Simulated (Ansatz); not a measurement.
Input file:

```
crystal:
  periodic: [false, false, false]
  atoms:
    - {symbol: B, position_ang: [0.272528, 0.819579, -0.638229]}
    - {symbol: Cl, position_ang: [1.904505, 0.223901, -0.650097]}
    - {symbol: Cl, position_ang: [-0.856540, 0.282350, -1.843623]}
    - {symbol: Cl, position_ang: [-0.227734, 1.956903, 0.575284]}
    - {symbol: H, position_ang: [-0.191854, -1.757407, 1.266356]}
    - {symbol: H, position_ang: [-0.900906, -1.525427, 1.290309]}
basis:
  gaussian: {orbitals: def2-TZVPP}
hamiltonian: {xc: pbe0, dispersion: d4}
output: {orbitals: {seedname: orbitals}}
```

Run with:

```sh
ansatz run in.yaml --threads 2 --pin off --events-out ev --progress --plain --max-ram 4352MiB
```

The reactant side of a reaction path; geometry: PBE0-D4/def2-TZVP.

Computed with RKS PBE0-D4/def2-TZVPP (Ansatz 0.2.0).

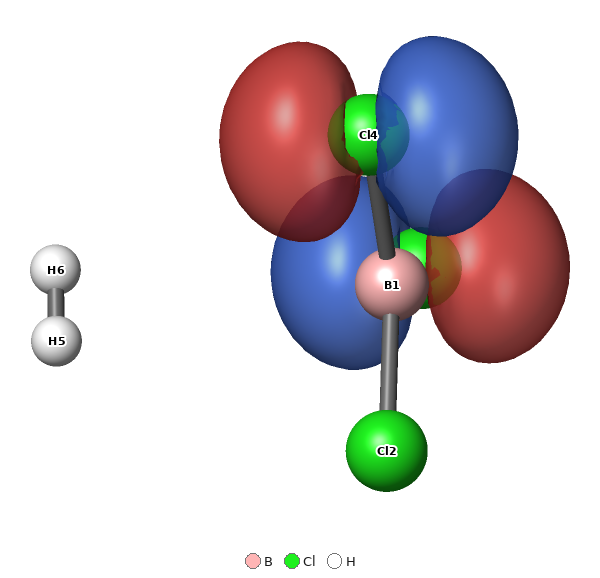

BCl3···H2. The HOMO−1 at ±0.15 Å⁻³ᐟ² (red and blue are the two phases), seen at a tilt.

Where does this orbital lie, and at what energy?

By Hirshfeld shares it lies mainly on Cl4 (about 45 %) and Cl3 (about 45 %); largely a combination of lone pairs on Cl4 and Cl3. Its energy is −9.85 eV.
